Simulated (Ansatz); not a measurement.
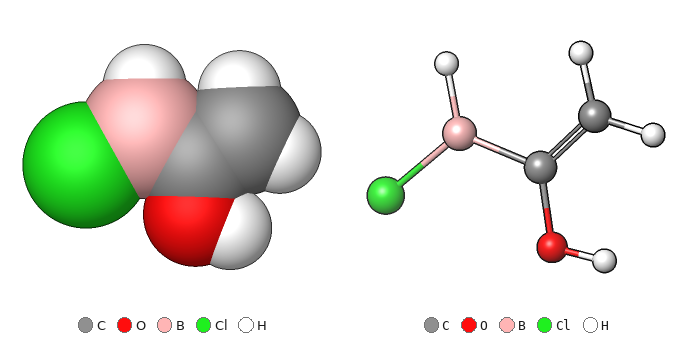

Both panels show the same species.

Computed geometry: PBE0-D4/def2-TZVP optimisation.

Question: Give the formula.

Answer: C2H4BClO, 9 atoms: 2 carbon, 4 hydrogen, 1 boron, 1 chlorine and 1 oxygen.

Question: Name functional groups in it.

Answer: Among them: alkene, B–H bond.

Question: How many bonds of each kind are drawn?

Answer: 2 C–H, 1 C–C, 1 C–O, 1 C–B, 1 B–Cl, 1 O–H, 1 B–H.

Question: Describe its rings.

Answer: It has no ring.

Question: What is the point group of this geometry?

Answer: Cs.

More results for the same structure follow; atom numbers are the same in all pictures, views and colours differ.

### Geometry

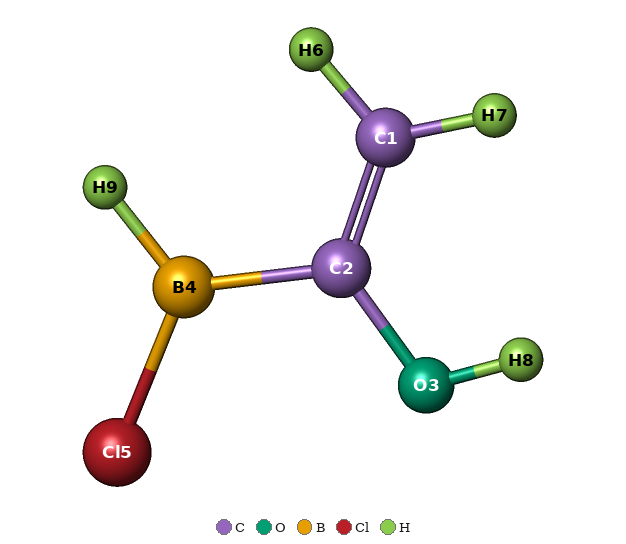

The atoms are numbered.

Question: How are the neighbours of atom 4 arranged?

Answer: B4 has 3 neighbours (C2 at 1.54, Cl5 at 1.74, H9 at 1.19 Å); the arrangement is trigonal planar.

Question: Describe the coordination of atom 1.

Answer: C1 has 3 neighbours (C2 at 1.34, H6 at 1.08, H7 at 1.09 Å); the arrangement is trigonal planar.

Question: Describe the coordination of atom 2.

Answer: C2 has 3 neighbours (C1 at 1.34, O3 at 1.36, B4 at 1.54 Å); the arrangement is trigonal planar.

Question: How are the neighbours of atom 3 arranged?

Answer: O3 has 2 neighbours (C2 at 1.36, H8 at 0.96 Å); the arrangement is bent.

Question: What is the dihedral angle O3–C2–B4–Cl5?

Answer: 0° in size, that is syn (eclipsed).

### Dipole moment

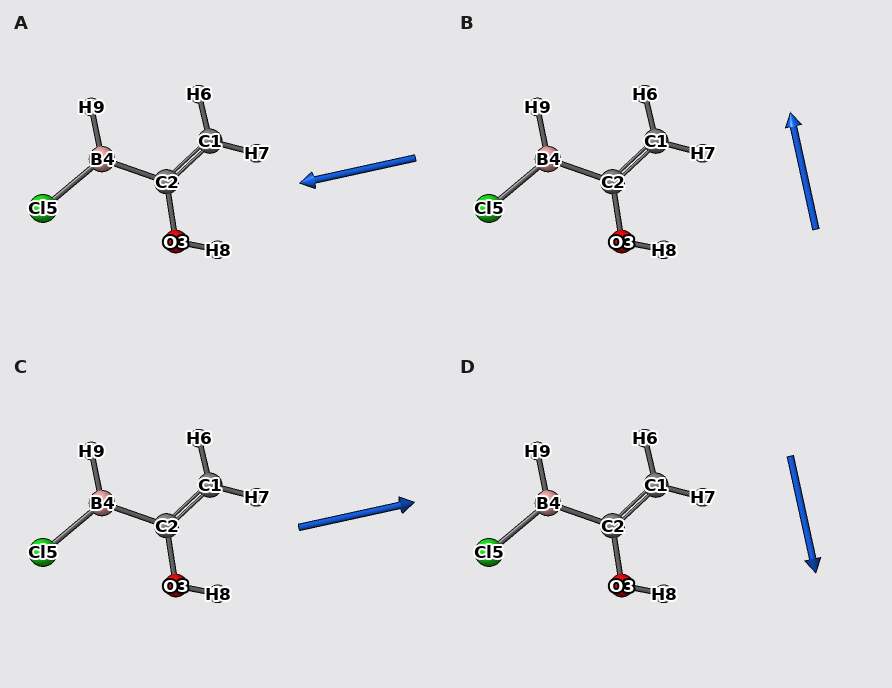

The same molecule four times, each with an arrow. Level of theory: RKS PBE0-D4/def2-TZVP (Ansatz 0.2.0).

Question: Which arrow points along the dipole moment, from the negative to the positive end?

Answer: C. The dipole moment is 2.66 D; it points from the side of Cl5 to the side of H7 (the outermost atoms at the two ends).

### Charges

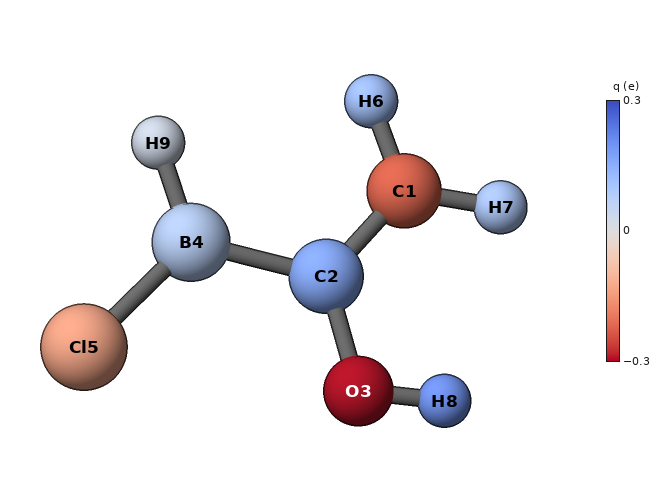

Atoms are coloured by their Mulliken charges. Method: RKS B3LYP-D4/def2-TZVPP (Ansatz 0.2.0).

Give the Mulliken charges atom by atom.

| atom | value (e) |
| --- | --- |
| C1 | −0.21 |
| C2 | 0.15 |
| O3 | −0.29 |
| B4 | 0.07 |
| Cl5 | −0.13 |
| H6 | 0.11 |
| H7 | 0.09 |
| H8 | 0.19 |
| H9 | 0.03 |

### Thermal motion

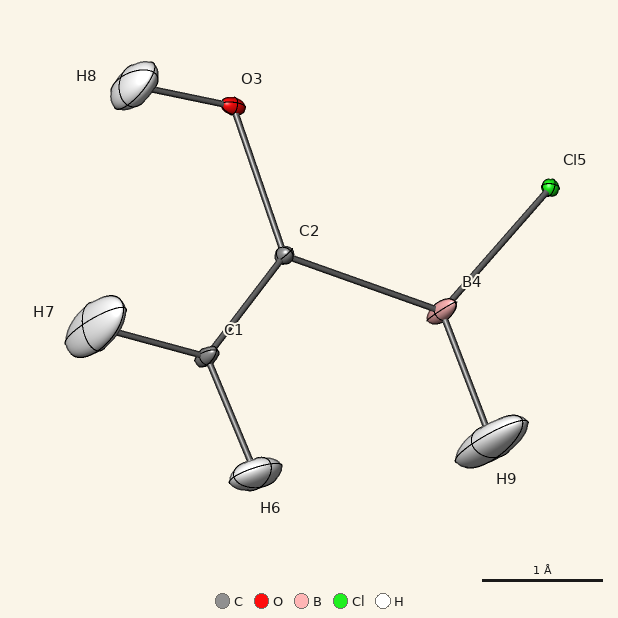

Displacement ellipsoids at the 50 % level, from the internal vibrations of the free molecule (harmonic, no overall translation or rotation; no half-axis is drawn under 0.075 Å). Vibrations computed with RKS PBE0-D4/def2-TZVP (Ansatz 0.2.0). Temperature: 200 K.

Question: Which atom moves most?

Answer: H9, with U_eq = 0.0435 Å².

Question: Does H9 move more along its bond or across it?

Answer: Across it: the root-mean-square amplitude is 0.092 Å along the bond and up to 0.324 Å across, since bending and torsion are softer than stretching.

Give the displacement parameters, one line for each set of equivalent atoms.

```
atom  U_eq (Å²)   rms amplitudes (Å)
  C1     0.0044  0.034, 0.047, 0.099
  C2     0.0025  0.036, 0.041, 0.067
  O3     0.0029  0.031, 0.048, 0.073
  B4     0.0080  0.037, 0.052, 0.141
 Cl5     0.0013  0.018, 0.042, 0.044
  H6     0.0171  0.077, 0.147, 0.154
  H7     0.0373  0.083, 0.141, 0.292
  H8     0.0223  0.091, 0.132, 0.203
  H9     0.0435  0.092, 0.131, 0.324
```

Mulliken values depend strongly on the basis set and can even reverse the polarity of a bond.
